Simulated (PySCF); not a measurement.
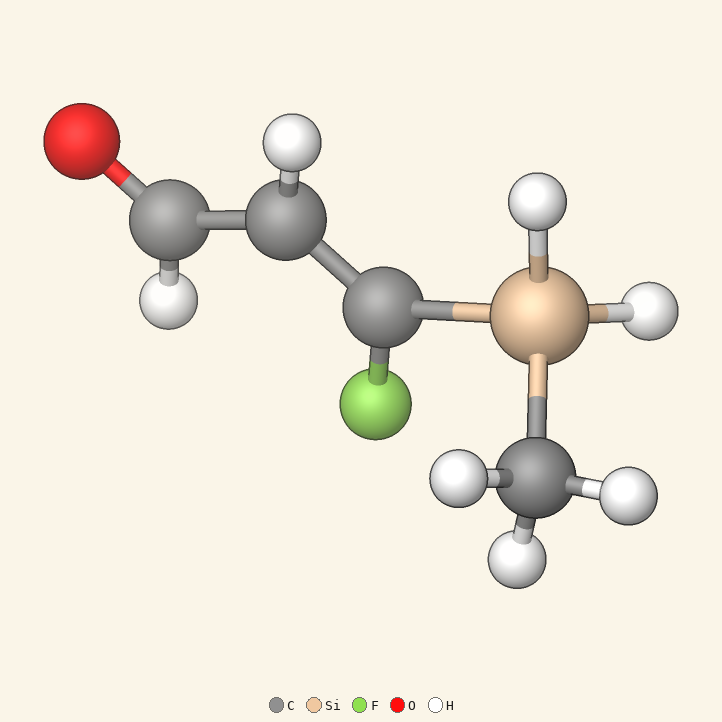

The geometry was computed by an optimisation with GFN2-xTB. No frequency run is at hand to confirm it as a minimum. Properties computed with PBE0/pcSseg-1, gas phase (PySCF 2.14.0).

Computed properties:

The species is C₄H₇FOSi (`C[SiH2]/C(F)=C/C=O`).
- dipole moment: 4.16 D
- HOMO energy (Kohn–Sham orbital): −7.42 eV
- LUMO energy (Kohn–Sham orbital): −1.98 eV
- HOMO–LUMO gap: 5.44 eV

The geometry is semi-empirical. Around Si such bond lengths and angles can be off by a tenth of an ångström or more and by several degrees, and values that hang on the shape move with them.
